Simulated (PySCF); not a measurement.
F₄H₂In₂S₂ ((F2In-mu-SH)2)

```yaml
atoms:
  - { symbol: In, position_ang: [1.7553, -0.0624, 0.1210] }
  - { symbol: F, position_ang: [2.7539, -0.3191, -1.5327] }
  - { symbol: F, position_ang: [2.5458, 0.1086, 1.8935] }
  - { symbol: S, position_ang: [-0.0694, -1.8652, 0.3114] }
  - { symbol: In, position_ang: [-1.7276, 0.0541, -0.1178] }
  - { symbol: F, position_ang: [-2.7057, 0.3051, 1.5495] }
  - { symbol: F, position_ang: [-2.5530, -0.1219, -1.8739] }
  - { symbol: S, position_ang: [0.0980, 1.8535, -0.3299] }
  - { symbol: H, position_ang: [-0.1636, -1.7365, 1.6584] }
  - { symbol: H, position_ang: [0.1910, 1.7070, -1.6751] }
```

Geometry: PBE0-D3(BJ)/def2-SVP; core potentials replace the inner electrons of In.

Method: CAM-B3LYP/def2-SVPD, SCF density, gas phase, scalar-relativistic core potentials on the heavy atoms in PySCF.

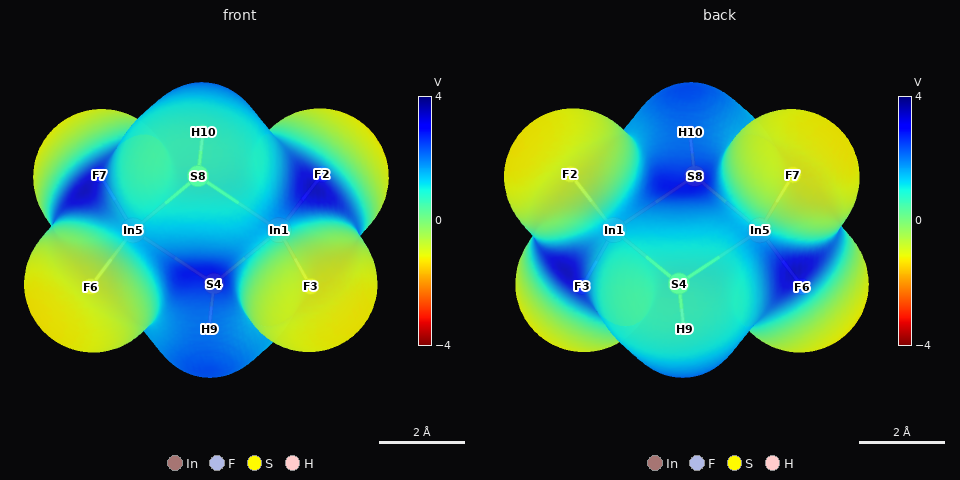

Figure 1. The molecular electrostatic potential painted on the density surface at 0.002 e/bohr³, seen from the front and from behind; red is negative and blue positive.

Which sites attract a positive test charge, and which a negative one?

Answer. A positive charge is drawn to the negative regions and a negative charge to the positive ones. The most negative region (about −1.3 V) lies over F2, F3, F6 and F7, the most positive (about +3.3 V) over In1 and In5.

What dipole moment does the calculation give?

Answer. Its dipole moment is 0.07 D.

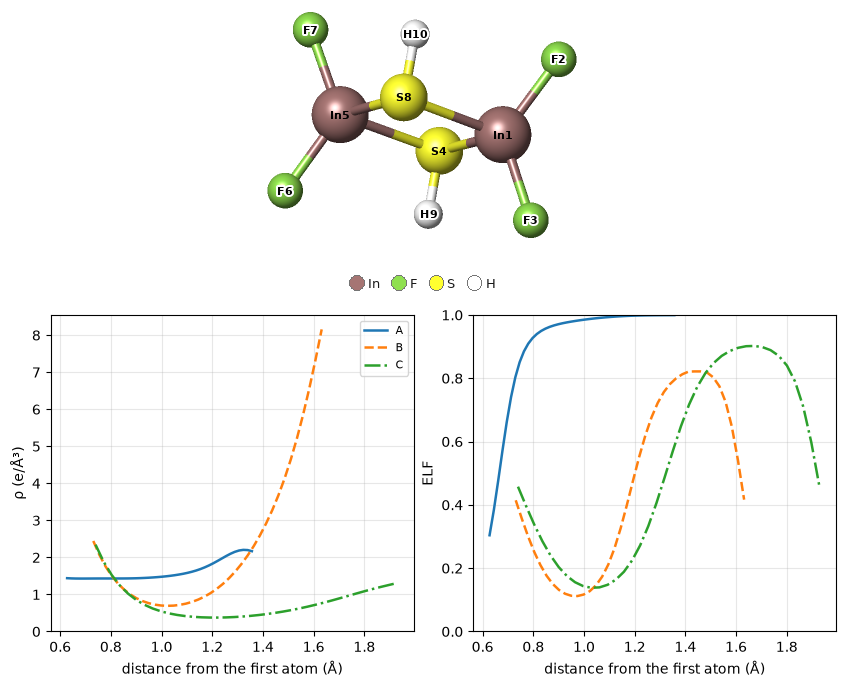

Figure 2. Electron density and electron localisation function along straight lines between neighbouring atoms. The curves leave out the atomic cores. The structure is drawn too.

Which curve belongs to which contact (In–F, In–S and S–H)? The first atom named is at distance zero.

Answer. Curve A: S–H (1.36 Å): ρ at the midpoint is about 1.4 e/Å³; the ELF climbs to about 1 towards the hydrogen, as it does in any bond to H. Curve B: In–F (1.95 Å): ρ is about 0.72 e/Å³ halfway; the ELF peaks at about 0.80 in the valence shell of F, 0.5 Å from its nucleus, and drops to about 0.10 between the two atoms. Curve C: In–S (2.57 Å): ρ is about 0.39 e/Å³ halfway; the ELF peaks at about 0.90 in the valence shell of S, 0.9 Å from its nucleus, and drops to about 0.15 between the two atoms.
